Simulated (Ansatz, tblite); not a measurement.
# AlCl3: charged states by level of theory

Aim: the energy of removing and adding an electron for AlCl3, by energy differences, and how well orbital energies stand in for it.

Computed with Ansatz 0.2.0, Gaussian basis. Level: as each input shows.

The runs, in order: charge +1 doublet, at the geometry of the singlet (PBE0-D4/def2-TZVP, PBE-D4/def2-TZVP, r2SCAN-D4/def2-TZVP, CCSD(T)/def2-TZVPP); charge -1 doublet, at the geometry of the singlet (PBE0-D4/def2-TZVPD, PBE-D4/def2-TZVPD, r2SCAN-D4/def2-TZVPD); the starting singlet's energies come from earlier runs.

## Step 1: The structure

The geometry is that of the singlet, from an earlier relaxation (PBE-D4/def2-TZVP).

4 atoms, charge 0, spin multiplicity 1.

Atoms are counted from 1 here; the program's logs count them from 0.

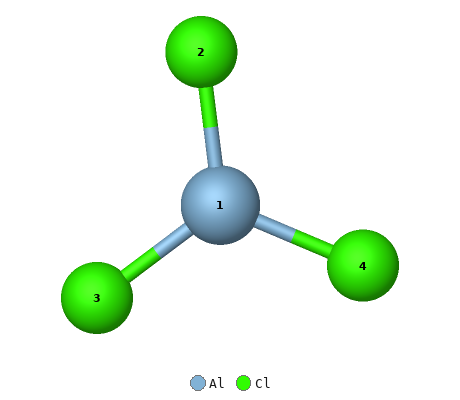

The geometry (aluminium light blue, chlorine green); atoms are numbered from 1 in the order of the file.

## Step 2: Charge +1 doublet at the fixed geometry, first pass, PBE0-D4/def2-SVP

Input file in.yaml:

```yaml
crystal:
  periodic: [false, false, false]
  atoms:
    - {symbol: Al, position_ang: [-0.000016, -0.000010, 0.000006]}
    - {symbol: Cl, position_ang: [2.084253, -0.027714, 0.013160]}
    - {symbol: Cl, position_ang: [-1.018042, 1.818900, -0.017330]}
    - {symbol: Cl, position_ang: [-1.066195, -1.791186, 0.004164]}
basis:
  gaussian: {orbitals: def2-SVP}
total_charge: 1
magnetization: {spin_polarized: true, initial_magnetization: 1}
hamiltonian: {xc: pbe0, dispersion: d4}
output: {orbitals: {seedname: orbitals}}
```

The run is started by

```sh
> ansatz run in.yaml --threads 4 --pin off --events-out ev --progress --plain --max-ram 3916MiB
```

The program printed:

```text
Functional definition: PBE0
  name "PBE0"
  cite "Adamo & Barone, J. Chem. Phys. 110, 6158 (1999) doi:10.1063/1.478522"
  cite "Perdew, Burke & Ernzerhof, Phys. Rev. Lett. 77, 3865 (1996) doi:10.1103/PhysRevLett.77.3865"
  parent pbe
  parameter a = 0.25
  parameter kappa = 0.804
  parameter beta = 0.06672455060314922
  exchange = (1 - a)*pbe_x(kappa = kappa, mu = beta*pi^2/3) + a*exact_x
  correlation = pbe_c(beta = beta)
632 factors; integrals over basis functions are off by at most 1.1e-3 eV
mean field evaluation 1: about -44128.7344 eV, gradient 1.5e1 eV
mean field evaluation 2: about -44129.0209 eV, gradient 1.3e1 eV
mean field evaluation 4: about -44129.8769 eV, gradient 2.5e-1 eV
mean field evaluation 8: about -44129.9700 eV, gradient 1.7e-1 eV
mean field evaluation 16: about -44129.9702 eV, gradient 3.7e-5 eV
mean field -44129.97024808 eV, -1621.7464942489 hartree, gradient 2.1e-5 eV, S^2 0.755004; 4 other end points of the search recorded, 0 dependent functions left out
reference -44129.97027229 eV, -1621.7464951385 hartree; 32, 31 occupied and 40, 41 virtual orbitals, 632 factors
Total energy: -44130.08260604 eV, -1621.7506233276 hartree
```

Wall time 1.4 s (4 threads of Arm Neoverse V2, shared host).

Report: HOMO -15.34 eV, LUMO -13.59 eV (over both spins); ⟨S²⟩ 0.755 (pure: 0.75).

## Step 3: Charge +1 doublet at the fixed geometry, PBE0-D4/def2-TZVP

start.molden holds the orbitals of an earlier run on this state, given as this run's starting guess.

Edit in.yaml of step 2 so:

```diff
@@ -8,3 +8,3 @@
 basis:
-  gaussian: {orbitals: def2-SVP}
+  gaussian: {orbitals: def2-TZVP, initial_orbitals: start.molden}
 total_charge: 1
@@ -12,2 +12,3 @@
 hamiltonian: {xc: pbe0, dispersion: d4}
+scf: {omitted_lower_state_checks: [starts]}
 output: {orbitals: {seedname: orbitals}}
```

Launched as before.

The program printed:

```text
Functional definition: PBE0
  name "PBE0"
  cite "Adamo & Barone, J. Chem. Phys. 110, 6158 (1999) doi:10.1063/1.478522"
  cite "Perdew, Burke & Ernzerhof, Phys. Rev. Lett. 77, 3865 (1996) doi:10.1103/PhysRevLett.77.3865"
  parent pbe
  parameter a = 0.25
  parameter kappa = 0.804
  parameter beta = 0.06672455060314922
  exchange = (1 - a)*pbe_x(kappa = kappa, mu = beta*pi^2/3) + a*exact_x
  correlation = pbe_c(beta = beta)
these checks for a lower state are left out or cut short: starts
1083 factors; their error is unknown
mean field evaluation 1: about -44142.5379 eV, gradient 1.2e2 eV
mean field evaluation 2: about -44145.0523 eV, gradient 3.5e0 eV
mean field evaluation 4: about -44145.2456 eV, gradient 1.0e-1 eV
mean field evaluation 8: about -44145.2457 eV, gradient 1.8e-5 eV
mean field -44145.24568469 eV, -1622.3078561902 hartree, gradient 1.8e-5 eV, S^2 0.756253; 0 other end points of the search recorded, 0 dependent functions left out
reference -44145.24571141 eV, -1622.3078571720 hartree; 32, 31 occupied and 116, 117 virtual orbitals, 1083 factors
Total energy: -44145.35804516 eV, -1622.3119853611 hartree
Checks for a lower state left out: starts
```

It took 2.4 s on 4 threads of Arm Neoverse V2, shared host.

Report: HOMO -15.19 eV, LUMO -13.47 eV (over both spins); ⟨S²⟩ 0.756 (pure: 0.75).

## Step 4: Charge +1 doublet at the fixed geometry, PBE-D4/def2-TZVP

Edit in.yaml of step 3 so:

```diff
@@ -11,3 +11,3 @@
 magnetization: {spin_polarized: true, initial_magnetization: 1}
-hamiltonian: {xc: pbe0, dispersion: d4}
+hamiltonian: {xc: pbe, dispersion: d4}
 scf: {omitted_lower_state_checks: [starts]}
```

The command is unchanged.

The program printed:

```text
Functional definition: PBE
  name "PBE"
  cite "Perdew, Burke & Ernzerhof, Phys. Rev. Lett. 77, 3865 (1996) doi:10.1103/PhysRevLett.77.3865"
  parent pbe
  parameter kappa = 0.804
  parameter beta = 0.06672455060314922
  exchange = pbe_x(kappa = kappa, mu = beta*pi^2/3)
  correlation = pbe_c(beta = beta)
these checks for a lower state are left out or cut short: starts
1027 factors; their error is unknown
mean field evaluation 1: about -44142.0470 eV, gradient 1.1e1 eV
mean field evaluation 2: about -44142.1446 eV, gradient 1.6e-1 eV
mean field evaluation 4: about -44142.1393 eV, gradient 5.0e-4 eV
mean field -44142.13930065 eV, -1622.1936986822 hartree, gradient 2.0e-5 eV, S^2 0.751992; 0 other end points of the search recorded, 0 dependent functions left out
reference -44142.13933665 eV, -1622.1937000052 hartree; 32, 31 occupied and 116, 117 virtual orbitals, 1027 factors
Total energy: -44142.26880890 eV, -1622.1984580225 hartree
Checks for a lower state left out: starts
```

It took 1.6 s on 4 threads of Arm Neoverse V2, shared host.

From the report: HOMO -14.18 eV, LUMO -13.74 eV (over both spins); ⟨S²⟩ 0.752 (pure: 0.75).

## Step 5: Charge +1 doublet at the fixed geometry, r2SCAN-D4/def2-TZVP

Edit in.yaml of step 4 so:

```diff
@@ -11,3 +11,3 @@
 magnetization: {spin_polarized: true, initial_magnetization: 1}
-hamiltonian: {xc: pbe, dispersion: d4}
+hamiltonian: {xc: r2scan, dispersion: d4}
 scf: {omitted_lower_state_checks: [starts]}
```

Launched as before.

The program printed:

```text
Functional definition: r2SCAN
  name "r2SCAN"
  cite "Furness, Kaplan, Ning, Perdew & Sun, J. Phys. Chem. Lett. 11, 8208 (2020) doi:10.1021/acs.jpclett.0c02405"
  cite "Furness, Kaplan, Ning, Perdew & Sun, J. Phys. Chem. Lett. 11, 9248 (2020) doi:10.1021/acs.jpclett.0c03077"
  parent r2scan
  parameter k0 = 0.174
  parameter k1 = 0.065
  parameter a1 = 4.9479
  exchange = r2scan_x(k0 = k0, k1 = k1, a1 = a1)
  correlation = r2scan_c
these checks for a lower state are left out or cut short: starts
1027 factors; their error is unknown
mean field evaluation 1: about -44157.8721 eV, gradient 7.7e0 eV
mean field evaluation 2: about -44157.9044 eV, gradient 6.9e-2 eV
mean field evaluation 4: about -44157.8965 eV, gradient 1.5e-4 eV
mean field -44157.89649811 eV, -1622.7727650082 hartree, gradient 1.6e-5 eV, S^2 0.753962; 0 other end points of the search recorded, 0 dependent functions left out
reference -44157.89650931 eV, -1622.7727654198 hartree; 32, 31 occupied and 116, 117 virtual orbitals, 1027 factors
Total energy: -44157.92530862 eV, -1622.7738237748 hartree
Checks for a lower state left out: starts
```

Wall time 4.2 s (4 threads of Arm Neoverse V2, shared host).

From the report: HOMO -14.55 eV, LUMO -13.94 eV (over both spins); ⟨S²⟩ 0.754 (pure: 0.75).

## Step 6: Charge +1 doublet at the fixed geometry, CCSD(T)/def2-TZVPP

Edit in.yaml of step 5 so:

```diff
@@ -8,7 +8,7 @@
 basis:
-  gaussian: {orbitals: def2-TZVP, initial_orbitals: start.molden}
+  gaussian: {orbitals: def2-TZVPP, initial_orbitals: start.molden}
 total_charge: 1
 magnetization: {spin_polarized: true, initial_magnetization: 1}
-hamiltonian: {xc: r2scan, dispersion: d4}
-scf: {omitted_lower_state_checks: [starts]}
+correlation: {method: ccsd_t}
+scf: {omitted_lower_state_checks: [starts, cluster_reference]}
 output: {orbitals: {seedname: orbitals}}
```

Launched as before.

The program printed, cut to the lines that bear on the results:

```text
Functional definition: HF
  name "HF"
  cite "Fock, Z. Phys. 61, 126 (1930) doi:10.1007/BF01340294"
  parent pbe
[...]
1006 factors; integrals over basis functions are off by at most 1.1e-3 eV
[...]
mean field -44089.97831965 eV, -1620.2768179864 hartree, gradient 6.5e-6 eV, S^2 0.761291; 0 other end points of the search recorded, 0 dependent functions left out
20 core orbitals not correlated: weight in the atoms' cores, before any rotation towards them, 1.000 or more for the frozen orbitals, at most 0.000 for the correlated occupied ones
reference -44089.97831965 eV, -1620.2768179864 hartree; 12, 11 occupied and 136, 137 virtual orbitals, 1006 factors
second order -16.00726212 eV of doubles, -0.00000000 eV of singles
cycle   1  -17.05186825 eV  change    -1.0e0 eV  update   9.5e-2
[...]
cycle  15  -17.61514802 eV  change   -2.6e-5 eV  update   2.7e-5
perturbative correction -0.85625820 eV, -0.0314669086 hartree
Total energy: -44108.44972587 eV, -1620.9556296447 hartree
Checks for a lower state left out: starts, cluster_reference
```

It took 55 s on 4 threads of Arm Neoverse V2, shared host; peak memory 2.8 GiB.

From the report: Hartree-Fock HOMO -17.41 eV, LUMO -9.77 eV (over both spins); ⟨S²⟩ 0.761 (pure: 0.75); T1 0.062. Doubts: large T1 diagnostic.

## Step 7: Vertical ionisation energy

Charged state less starting state, singlet to doublet; the starting state's energies are those of its earlier runs.

```tsv
level	vertical ionisation energy (eV)	time
HF/def2-TZVPP†	+11.33	
PBE-D4/def2-TZVP	+10.85	2.3 s
r2SCAN-D4/def2-TZVP	+11.14	6.1 s
PBE0-D4/def2-TZVP	+11.43	3.5 s
MP2/def2-TZVPP†	+12.39	
CCSD/def2-TZVPP†	+12.09	
CCSD(T)/def2-TZVPP†	+12.02	66 s
```

Times add the two runs; a level without a time comes out of a correlated run. † marks a level with a doubtful state (flagged, unstable, out of aufbau order, or strongly spin-contaminated); such levels are left out of the summary. CCSD(T)/def2-TZVPP is no safe reference here (large T1 diagnostic).

Beside −ε(HOMO) of the starting state:

```tsv
level	−ε(HOMO) (eV)	by difference (eV)	mismatch (eV)
PBE-D4/def2-TZVP	7.96	10.85	-2.90
r2SCAN-D4/def2-TZVP	8.34	11.14	-2.81
PBE0-D4/def2-TZVP	9.39	11.43	-2.05
```

## Step 8: Charge -1 doublet at the fixed geometry, first pass, PBE0-D4/def2-SVP

Edit in.yaml of step 6 so:

```diff
@@ -8,7 +8,6 @@
 basis:
-  gaussian: {orbitals: def2-TZVPP, initial_orbitals: start.molden}
-total_charge: 1
+  gaussian: {orbitals: def2-SVP}
+total_charge: -1
 magnetization: {spin_polarized: true, initial_magnetization: 1}
-correlation: {method: ccsd_t}
-scf: {omitted_lower_state_checks: [starts, cluster_reference]}
+hamiltonian: {xc: pbe0, dispersion: d4}
 output: {orbitals: {seedname: orbitals}}
```

Same command.

The program printed, cut to the lines that bear on the results:

```text
Functional definition: PBE0
  name "PBE0"
  cite "Adamo & Barone, J. Chem. Phys. 110, 6158 (1999) doi:10.1063/1.478522"
  cite "Perdew, Burke & Ernzerhof, Phys. Rev. Lett. 77, 3865 (1996) doi:10.1103/PhysRevLett.77.3865"
  parent pbe
[...]
632 factors; integrals over basis functions are off by at most 1.1e-3 eV
[...]
mean field -44140.84339554 eV, -1622.1460750480 hartree, gradient 6.4e-6 eV, S^2 0.753818; 3 other end points of the search recorded, 0 dependent functions left out
reference -44140.84342930 eV, -1622.1460762885 hartree; 33, 32 occupied and 39, 40 virtual orbitals, 632 factors
Total energy: -44140.97310191 eV, -1622.1508416689 hartree
```

Wall time 2.2 s (4 threads of Arm Neoverse V2, shared host).

From the report: HOMO 2.36 eV, LUMO 3.81 eV (over both spins); ⟨S²⟩ 0.754 (pure: 0.75); the next solution that the search met lies 0.107 eV higher. Doubts: highest occupied level lies above zero.

## Step 9: Charge -1 doublet at the fixed geometry, PBE0-D4/def2-TZVPD

Edit in.yaml of step 8 so:

```diff
@@ -8,3 +8,3 @@
 basis:
-  gaussian: {orbitals: def2-SVP}
+  gaussian: {orbitals: def2-TZVPD, initial_orbitals: start.molden}
 total_charge: -1
@@ -12,2 +12,3 @@
 hamiltonian: {xc: pbe0, dispersion: d4}
+scf: {omitted_lower_state_checks: [starts]}
 output: {orbitals: {seedname: orbitals}}
```

The command is unchanged.

The program printed:

```text
Functional definition: PBE0
  name "PBE0"
  cite "Adamo & Barone, J. Chem. Phys. 110, 6158 (1999) doi:10.1063/1.478522"
  cite "Perdew, Burke & Ernzerhof, Phys. Rev. Lett. 77, 3865 (1996) doi:10.1103/PhysRevLett.77.3865"
  parent pbe
  parameter a = 0.25
  parameter kappa = 0.804
  parameter beta = 0.06672455060314922
  exchange = (1 - a)*pbe_x(kappa = kappa, mu = beta*pi^2/3) + a*exact_x
  correlation = pbe_c(beta = beta)
these checks for a lower state are left out or cut short: starts
1218 factors; their error is unknown
mean field evaluation 1: about -44152.9638 eV, gradient 1.2e2 eV
mean field evaluation 2: about -44156.1604 eV, gradient 5.5e0 eV
mean field evaluation 4: about -44156.8398 eV, gradient 1.5e-2 eV
mean field evaluation 8: about -44156.9395 eV, gradient 5.2e-5 eV
mean field -44156.93951223 eV, -1622.7375964259 hartree, gradient 1.7e-5 eV, S^2 0.752724; 0 other end points of the search recorded, 0 dependent functions left out
reference -44156.93954331 eV, -1622.7375975680 hartree; 33, 32 occupied and 148, 149 virtual orbitals, 1218 factors
Total energy: -44157.06921591 eV, -1622.7423629483 hartree
Checks for a lower state left out: starts
```

Wall time 3.9 s (4 threads of Arm Neoverse V2, shared host); peak memory 0.68 GiB.

From the report: HOMO 1.11 eV, LUMO 2.73 eV (over both spins); ⟨S²⟩ 0.753 (pure: 0.75). Doubts: highest occupied level lies above zero.

## Step 10: Charge -1 doublet at the fixed geometry, PBE-D4/def2-TZVPD

Edit in.yaml of step 9 so:

```diff
@@ -11,3 +11,3 @@
 magnetization: {spin_polarized: true, initial_magnetization: 1}
-hamiltonian: {xc: pbe0, dispersion: d4}
+hamiltonian: {xc: pbe, dispersion: d4}
 scf: {omitted_lower_state_checks: [starts]}
```

Launched as before.

The program printed:

```text
Functional definition: PBE
  name "PBE"
  cite "Perdew, Burke & Ernzerhof, Phys. Rev. Lett. 77, 3865 (1996) doi:10.1103/PhysRevLett.77.3865"
  parent pbe
  parameter kappa = 0.804
  parameter beta = 0.06672455060314922
  exchange = pbe_x(kappa = kappa, mu = beta*pi^2/3)
  correlation = pbe_c(beta = beta)
these checks for a lower state are left out or cut short: starts
1104 factors; their error is unknown
mean field evaluation 1: about -44153.3097 eV, gradient 1.1e1 eV
mean field evaluation 2: about -44153.4029 eV, gradient 1.6e-1 eV
mean field evaluation 4: about -44153.3947 eV, gradient 1.9e-3 eV
mean field -44153.39470639 eV, -1622.6073272141 hartree, gradient 1.3e-5 eV, S^2 0.752451; 0 other end points of the search recorded, 0 dependent functions left out
reference -44153.39474565 eV, -1622.6073286569 hartree; 33, 32 occupied and 148, 149 virtual orbitals, 1104 factors
Total energy: -44153.54412160 eV, -1622.6128181216 hartree
Checks for a lower state left out: starts
```

It took 2.5 s on 4 threads of Arm Neoverse V2, shared host.

From the report: HOMO 1.53 eV, LUMO 2.11 eV (over both spins); ⟨S²⟩ 0.752 (pure: 0.75). Doubts: highest occupied level lies above zero.

## Step 11: Charge -1 doublet at the fixed geometry, r2SCAN-D4/def2-TZVPD

Edit in.yaml of step 10 so:

```diff
@@ -11,3 +11,3 @@
 magnetization: {spin_polarized: true, initial_magnetization: 1}
-hamiltonian: {xc: pbe, dispersion: d4}
+hamiltonian: {xc: r2scan, dispersion: d4}
 scf: {omitted_lower_state_checks: [starts]}
```

The command is unchanged.

The program printed:

```text
Functional definition: r2SCAN
  name "r2SCAN"
  cite "Furness, Kaplan, Ning, Perdew & Sun, J. Phys. Chem. Lett. 11, 8208 (2020) doi:10.1021/acs.jpclett.0c02405"
  cite "Furness, Kaplan, Ning, Perdew & Sun, J. Phys. Chem. Lett. 11, 9248 (2020) doi:10.1021/acs.jpclett.0c03077"
  parent r2scan
  parameter k0 = 0.174
  parameter k1 = 0.065
  parameter a1 = 4.9479
  exchange = r2scan_x(k0 = k0, k1 = k1, a1 = a1)
  correlation = r2scan_c
these checks for a lower state are left out or cut short: starts
1104 factors; their error is unknown
mean field evaluation 1: about -44169.2154 eV, gradient 7.7e0 eV
mean field evaluation 2: about -44169.2502 eV, gradient 9.3e-2 eV
mean field evaluation 4: about -44169.2387 eV, gradient 1.9e-3 eV
mean field evaluation 8: about -44169.2387 eV, gradient 1.6e-5 eV
mean field -44169.23871944 eV, -1623.1895839540 hartree, gradient 2.2e-5 eV, S^2 0.754504; 0 other end points of the search recorded, 0 dependent functions left out
reference -44169.23875427 eV, -1623.1895852339 hartree; 33, 32 occupied and 148, 149 virtual orbitals, 1104 factors
Total energy: -44169.27206680 eV, -1623.1908094469 hartree
Checks for a lower state left out: starts
```

It took 7 s on 4 threads of Arm Neoverse V2, shared host.

From the report: HOMO 1.56 eV, LUMO 2.08 eV (over both spins); ⟨S²⟩ 0.755 (pure: 0.75). Doubts: highest occupied level lies above zero.

## Step 12: Vertical electron affinity

Starting state less charged state (positive: the electron is bound), singlet to doublet; the starting state's energies are those of its earlier runs.

```tsv
level	vertical electron affinity (eV)	time
PBE-D4/def2-TZVPD	+0.37	3.7 s
r2SCAN-D4/def2-TZVPD	+0.18	9.7 s
PBE0-D4/def2-TZVPD	+0.25	5.8 s
```

Times add the two runs; a level without a time comes out of a correlated run.

Beside −ε(LUMO) of the starting state:

```tsv
level	−ε(LUMO) (eV)	by difference (eV)	mismatch (eV)
PBE-D4/def2-TZVPD	2.40	0.37	+2.02
r2SCAN-D4/def2-TZVPD	1.92	0.18	+1.75
PBE0-D4/def2-TZVPD	1.59	0.25	+1.34
```

## Step 13: Summary of results

| quantity | value |
| --- | --- |
| vertical ionisation energy, functionals in def2-TZVP | 10.85 (PBE-D4) to 11.43 eV (PBE0-D4) |
| vertical electron affinity, functionals in def2-TZVPD | 0.18 (r2SCAN-D4) to 0.37 eV (PBE-D4) |

In words: The vertical ionisation energy spans 10.85 to 11.43 eV over the functionals. −ε(HOMO) misses the level's own difference by -2.05 eV at best (PBE0-D4) and -2.90 eV at worst (PBE-D4). The vertical electron affinity spans 0.18 to 0.37 eV over the functionals. The anion's highest level lies above zero where self-interaction lifts it, so diffuse functions weigh on these values. −ε(LUMO) misses the level's own difference by +1.34 eV at best (PBE0-D4) and +2.02 eV at worst (PBE-D4).

The anion's highest level is positive in at least one run, so there the basis alone may hold the extra electron.
